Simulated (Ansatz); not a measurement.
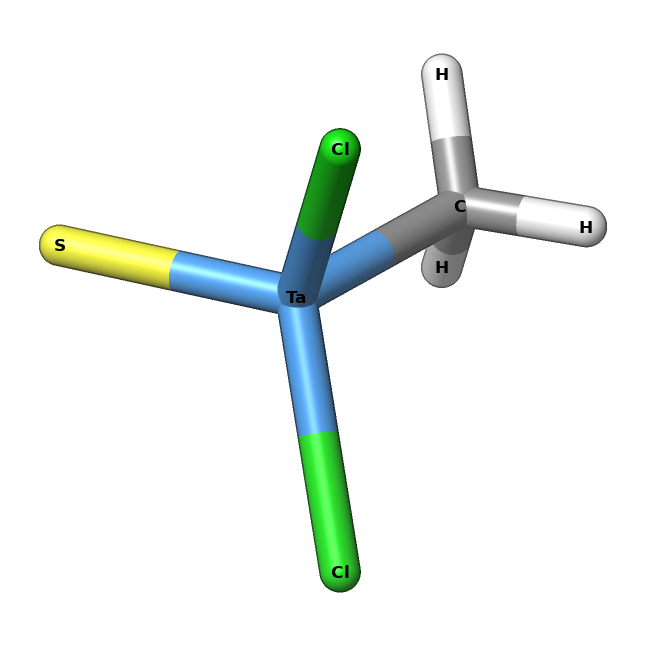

A stick model of a molecule. Every bond is drawn as one stick, whatever its order.

The species is neutral and a spin singlet. Computed geometry: PBE0-D4/def2-TZVP optimisation.

What does the picture show?

Formula CH₃Cl₂STa. As SMILES it reads `[CH3][Ta](=[S])([Cl])[Cl]`. This geometry has Cs symmetry. Coordination: 1 C tetrahedral; 1 Ta tetrahedral.

More results for the same structure follow; atom numbers are the same in all pictures, views and colours differ.

Shape

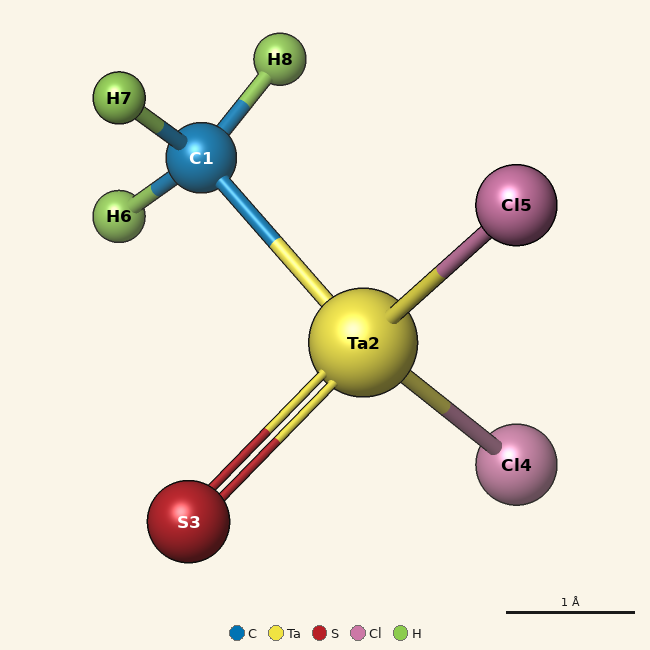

Atoms carry their numbers in the input.

List the bonds and their lengths.

```
   bond  length (Å)
 C1–Ta2       2.123
  C1–H6       1.094
  C1–H7       1.094
  C1–H8       1.097
 Ta2–S3       2.143
Ta2–Cl4       2.281
Ta2–Cl5       2.281
```

Vibrations

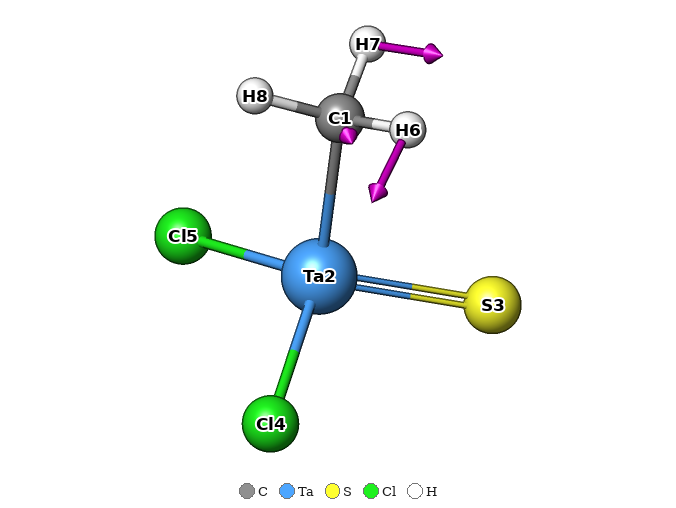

The arrows show one normal mode. Harmonic vibrations computed with RKS PBE0-D4/def2-TZVP, core potentials on Ta (Ansatz 0.2.0) at a stationary point of the same level.

At what wavenumber does it lie?

133 cm⁻¹; it is mode 3 of 18 counted from the lowest.

Electronic properties

Properties computed with RKS r2SCANh-D4/def2-TZVPP, core potentials on Ta (Ansatz 0.2.0).

Computed properties:

- HOMO energy (Kohn–Sham orbital): −7.51 eV
- LUMO energy (Kohn–Sham orbital): −2.97 eV
- HOMO–LUMO gap: 4.54 eV
- dispersion correction: −6.8 kJ/mol

Dipole moment

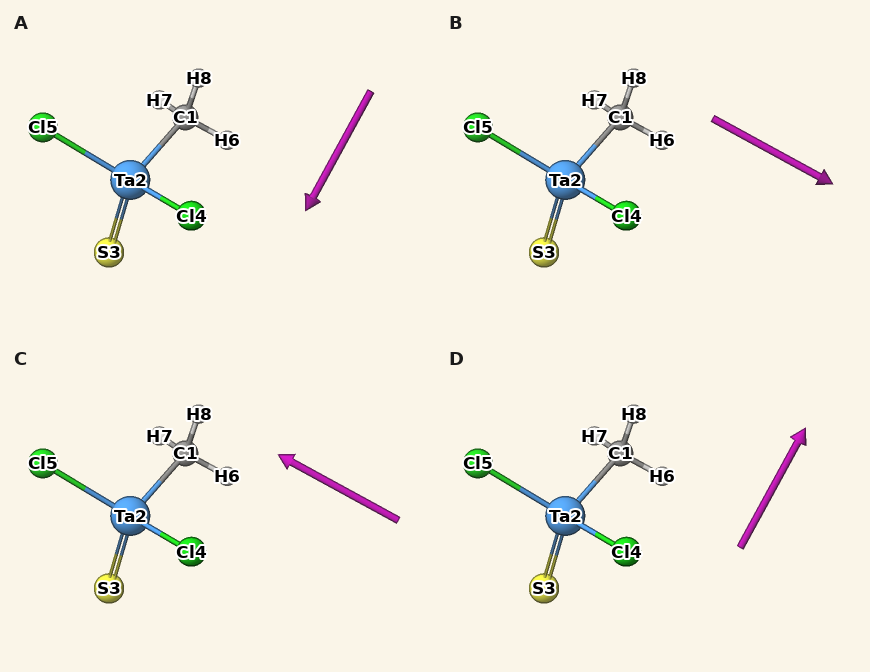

The same molecule four times, each with an arrow. Level of theory: RKS B3LYP-D4/def2-TZVPP, core potentials on Ta (Ansatz 0.2.0).

Which arrow points along the dipole moment, from the negative to the positive end?

D. The dipole moment is 2.17 D; it points from the side of S3 to the side of H8 (the outermost atoms at the two ends).

Charges

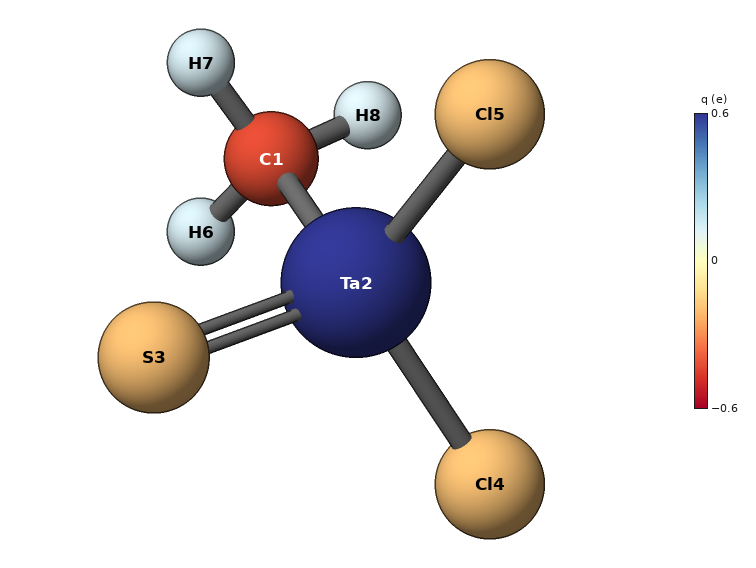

Atoms are coloured by their Mulliken charges. Properties computed with RKS PBE-D4/def2-TZVPP, core potentials on Ta (Ansatz 0.2.0).

List the Mulliken charges.

| atom | value (e) |
| --- | --- |
| C1 | −0.42 |
| Ta2 | 0.59 |
| S3 | −0.19 |
| Cl4 | −0.18 |
| Cl5 | −0.18 |
| H6 | 0.13 |
| H7 | 0.13 |
| H8 | 0.12 |

Mulliken values depend strongly on the basis set and can even reverse the polarity of a bond.
